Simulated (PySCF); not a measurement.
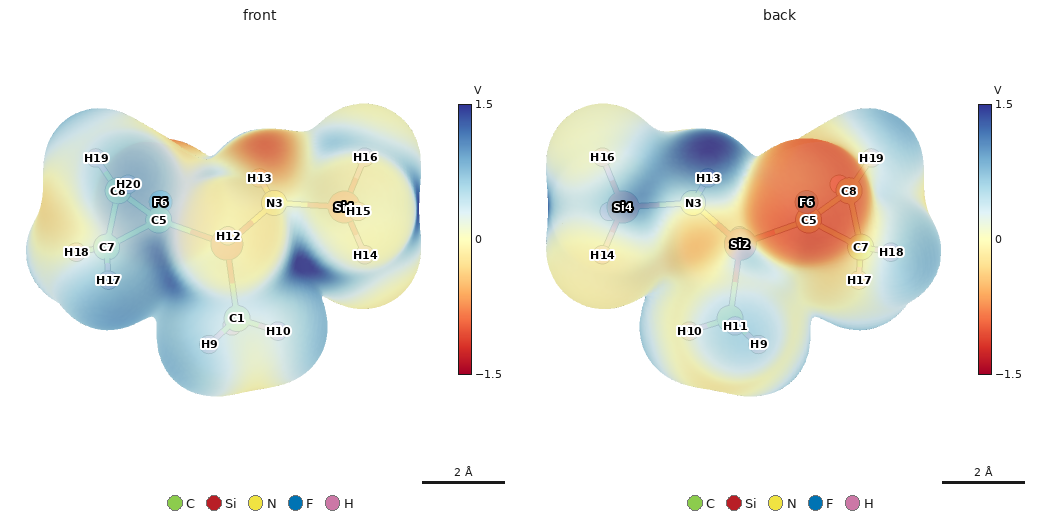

Figure. C$_{4}$H$_{12}$FNSi$_{2}$. The molecular electrostatic potential painted on the density surface at 0.002 e/bohr³, seen from the front and from behind; red is negative and blue positive.

Geometry: GFN2-xTB.

Theory: PySCF 2.14.0, PBE0/pcSseg-1, SCF density, gas phase, non-relativistic.

```xyz
20

C     0.8340   -1.8280   -0.6297
Si    0.2202   -0.2452    0.2196
N     1.3075    1.0792    0.0073
Si    2.9926    1.1504    0.4042
C    -1.4186    0.3239   -0.5513
F    -1.2408    1.1445   -1.6554
C    -2.6182   -0.5671   -0.6331
C    -2.6415    0.6395    0.2530
H     0.1773   -2.6728   -0.4441
H     1.8221   -2.0907   -0.2649
H     0.9053   -1.6976   -1.7064
H    -0.0148   -0.4833    1.6520
H     0.9615    1.8341   -0.5629
H     3.7916    0.3068   -0.4927
H     3.1227    0.6589    1.7752
H     3.3781    2.5539    0.2698
H    -2.5486   -1.5448   -0.1823
H    -3.2032   -0.5374   -1.5398
H    -3.2399    1.4808   -0.0630
H    -2.5924    0.5055    1.3220
```

Where is the surface potential most negative and most positive?

The most negative region (about −1.0 V) lies over F6, the most positive (about +1.4 V) over Si2, Si4 and H13.
